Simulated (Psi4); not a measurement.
**C2H4F2 (1,1-difluoroethane) at DSD-PBEP86/6-311+G(d,p) (density fitting for correlation)**

What is the vertical ionisation energy of C2H4F2 (1,1-difluoroethane) at DSD-PBEP86/6-311+G** (density fitting for correlation)? 

Program for the calculation: Psi4 1.11.

2 further runs of the same task are left out: 2 set aside as unsound or not needed.

## (1) The molecule

C2H4F2 has 8 atoms, charge 0, and is taken as a singlet. SMILES: `CC(F)F`. Geometry: relaxed at PBE0-D4/def2-TZVP.

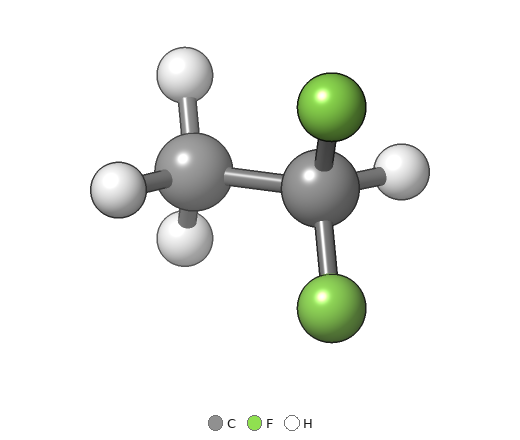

Viewed from a chosen angle; carbon grey, fluorine green, hydrogen white.

## (2) A single-point energy at DSD-PBEP86/6-311+G(d,p) (density fitting for correlation)

Input file c2h4f2.xyz:

```xyz
8
C2H4F2
C      0.003300     0.777600     0.023300
C     -0.052000    -0.718200    -0.008200
F      0.925500    -1.243400     0.779100
F      0.168200    -1.172100    -1.271900
H      0.981400     1.111900    -0.325400
H     -0.157200     1.132800     1.041800
H     -0.771000     1.190600    -0.624000
H     -1.006100    -1.136400     0.329500
```

Input file run.py:

```python
import psi4

psi4.set_memory('1600 MB')
psi4.set_num_threads(1)
psi4.core.set_output_file('c2h4f2.out', False)

with open('c2h4f2.xyz') as f:
    atoms = ''.join(f.readlines()[2:])
molecule = psi4.geometry('0 1\n' + atoms + 'symmetry c1\nno_reorient\nno_com')

psi4.set_options({
    'basis': '6-311+G**',
    'puream': True,
    'e_convergence': 1e-09,
    'd_convergence': 1e-08,
    'scf_type': 'pk',
    'dft_radial_points': 99,
    'dft_spherical_points': 590,
    'num_frozen_docc': 4,
})

result, w = psi4.energy("dsd-pbep86", return_wfn=True)
print(f'total energy {result:.8f} hartree = {result * 27.211386:.5f} eV')
```

On the command line:

```bash
$ python run.py
```

c2h4f2.out, shortened:

```text
[...]
  Running in c1 symmetry.
[...]
  Nuclear repulsion =  132.710581920423635
[...]
  Multiplicity = 1
[...]
  Nalpha       = 17
  Nbeta        = 17
[...]
    Number of basis functions: 112
[...]
   @RKS iter   1:  -277.44267752673682   -4.79787e-01   4.48112e-03 DIIS/ADIIS
[...]
   @RKS iter  10:  -277.55419046793884   -2.39311e-11   9.97664e-09 DIIS
[...]
    Orbital Energies [Eh]
    ---------------------
    Doubly Occupied:
       1A    -25.742206     2A    -25.742168     3A    -11.031717
       4A    -10.871518     5A     -1.526128     6A     -1.463735
       7A     -0.967350     8A     -0.818466     9A     -0.706859
      10A     -0.691508    11A     -0.656437    12A     -0.588623
      13A     -0.556613    14A     -0.556001    15A     -0.519260
      16A     -0.513930    17A     -0.463651
[...]
  @RKS Final Energy:  -277.55419046793884
   => Energetics <=
    Nuclear Repulsion Energy =            132.7105819204236354
    One-Electron Energy =                -646.9284179994069746
    Two-Electron Energy =                 246.1412974659542954
    DFT Exchange-Correlation Energy =      -9.4776518549098192
    Empirical Dispersion Energy =           0.0000000000000000
    VV10 Nonlocal Energy =                  0.0000000000000000
    Total Energy =                       -277.5541904679388381
[...]
 Multipole Moments:
 ------------------------------------------------------------------------------------
     Multipole            Electronic (a.u.)      Nuclear  (a.u.)        Total (a.u.)
 ------------------------------------------------------------------------------------
 L = 1.  Multiply by 2.5417464519 to convert [e a0] to [Debye]
 Dipole X            :        -16.9072986           16.2482432           -0.6590554
 Dipole Y            :         36.7852449          -36.0639113            0.7213336
 Dipole Z            :          7.6814408           -7.4128287            0.2686122
 Magnitude           :                                                    1.0133255
[...]
```

On the terminal:

```text
total energy -277.92621424 hartree = -7562.75750 eV
```

Wall time 19 s (1 thread of Intel Xeon Platinum 8488C (Sapphire Rapids), shared host); peak memory 0.65 GiB.

## (3) The doublet cation

Input file c2h4f2.json:

```json
{
  "schema_name": "qcschema_input",
  "schema_version": 1,
  "molecule": {
    "schema_name": "qcschema_molecule",
    "schema_version": 2,
    "symbols": ["C", "C", "F", "F", "H", "H", "H", "H"],
    "geometry": [0.0062361, 1.46945103, 0.04403062, -0.09826576, -1.3572013, -0.01549575, 1.74894153, -2.34968546, 1.47228562, 0.31785193, -2.21494799, -2.40354266, 1.85457722, 2.10118648, -0.61491688, -0.29706495, 2.14068175, 1.96871668, -1.45697884, 2.24990792, -1.1791891, -1.90125345, -2.14748477, 0.62266476],
    "molecular_charge": 1,
    "molecular_multiplicity": 2,
    "fix_symmetry": "c1",
    "fix_com": true,
    "fix_orientation": true
  },
  "driver": "energy",
  "model": {
    "method": "dsd-pbep86",
    "basis": "6-311+G**"
  },
  "keywords": {
    "reference": "uks",
    "puream": true,
    "e_convergence": 1e-09,
    "d_convergence": 1e-08,
    "scf_type": "pk",
    "dft_radial_points": 99,
    "dft_spherical_points": 590,
    "num_frozen_docc": 4,
    "maxiter": 200
  }
}
```

On the command line:

```bash
$ psi4 --qcschema c2h4f2.json -n 1 --memory 1600MB
```

stdout, shortened:

```text
[...]
  Running in c1 symmetry.
[...]
  Nuclear repulsion =  132.710582025811732
[...]
  Multiplicity = 2
[...]
  Nalpha       = 17
  Nbeta        = 16
[...]
    Number of basis functions: 112
[...]
   @UKS iter   1:  -276.97133289198854   -8.44195e-03   4.11022e-03 ADIIS/DIIS
[...]
   @UKS iter  19:  -277.08260750680626   -1.42677e-11   8.15243e-09 DIIS
[...]
   @S^2 Observed:                7.604631554E-01
[...]
    Orbital Energies [Eh]
    ---------------------
    Alpha Occupied:
       1A    -26.068147     2A    -26.068130     3A    -11.374253
       4A    -11.169489     5A     -1.840136     6A     -1.777062
       7A     -1.288535     8A     -1.125445     9A     -1.023171
      10A     -0.994138    11A     -0.961387    12A     -0.909055
      13A     -0.861507    14A     -0.855114    15A     -0.803748
      16A     -0.790454    17A     -0.789143
    Alpha Virtual:
      18A     -0.127995    19A     -0.098709    20A     -0.088685
      21A     -0.081398    22A     -0.064548    23A     -0.057578
      24A     -0.043324    25A     -0.007434    26A     -0.003160
[...]
  @UKS Final Energy:  -277.08260750680626
   => Energetics <=
    Nuclear Repulsion Energy =            132.7105820258117319
    One-Electron Energy =                -636.7659315017019708
    Two-Electron Energy =                 236.3252428742061682
    DFT Exchange-Correlation Energy =      -9.3525009051221737
    Empirical Dispersion Energy =           0.0000000000000000
    VV10 Nonlocal Energy =                  0.0000000000000000
    Total Energy =                       -277.0826075068061982
[...]
 Multipole Moments:
 ------------------------------------------------------------------------------------
     Multipole            Electronic (a.u.)      Nuclear  (a.u.)        Total (a.u.)
 ------------------------------------------------------------------------------------
 L = 1.  Multiply by 2.5417464519 to convert [e a0] to [Debye]
 Dipole X            :        -16.8111920           16.2482432           -0.5629489
 Dipole Y            :         36.1117560          -36.0639113            0.0478447
 Dipole Z            :          7.6177148           -7.4128287            0.2048861
 Magnitude           :                                                    0.6009816
[...]
```

The result, in JSON:

```text
{
 "driver": "energy",
 "model": {
  "method": "dsd-pbep86",
  "basis": "6-311+G**"
 },
 "success": true,
 "return_result": -277.4614249765961,
 "properties": {
  "calcinfo_nbasis": 112,
  "calcinfo_nmo": 112,
  "calcinfo_nalpha": 17,
  "calcinfo_nbeta": 16,
  "calcinfo_natom": 8,
  "nuclear_repulsion_energy": 132.71058202581173,
  "return_energy": -277.4614249765961,
  "scf_one_electron_energy": -636.765931501702,
  "scf_two_electron_energy": 236.32524287420617,
  "scf_xc_energy": -9.352500905122174,
  "scf_dipole_moment": [-0.562948870086629, 0.047844746306935804, 0.20488609471075492],
  "scf_total_energy": -277.08260750680626,
  "scf_iterations": 19
 }
}
```

Run time: 44 s. Hardware: 1 thread of Intel Xeon Platinum 8488C (Sapphire Rapids), shared host; peak memory 0.65 GiB.

## (4) Results

Level: DSD-PBEP86/6-311+G** (density fitting for correlation), 4 core orbitals frozen.

```
                                                                quantity          value
                                            singlet C2H4F2: total energy  -277.92621 Eh
                       singlet C2H4F2: HOMO energy (SCF part's orbitals)      -12.62 eV
                       singlet C2H4F2: LUMO energy (SCF part's orbitals)        1.37 eV
                     singlet C2H4F2: HOMO–LUMO gap (SCF part's orbitals)       13.98 eV
                                            doublet cation: total energy  -277.46142 Eh
doublet cation: HOMO energy (SCF part's orbitals) (highest over α and β)      -20.98 eV
 doublet cation: LUMO energy (SCF part's orbitals) (lowest over α and β)      -13.06 eV
                                                    doublet cation: ⟨S²⟩          0.760
                      vertical ionisation energy (to the doublet cation)      12.648 eV
```

In words: The vertical ionisation energy comes to 12.65 eV (292 kcal/mol). −ε(HOMO) before ionisation, 12.62 eV, is 0.03 eV below this ionisation energy.
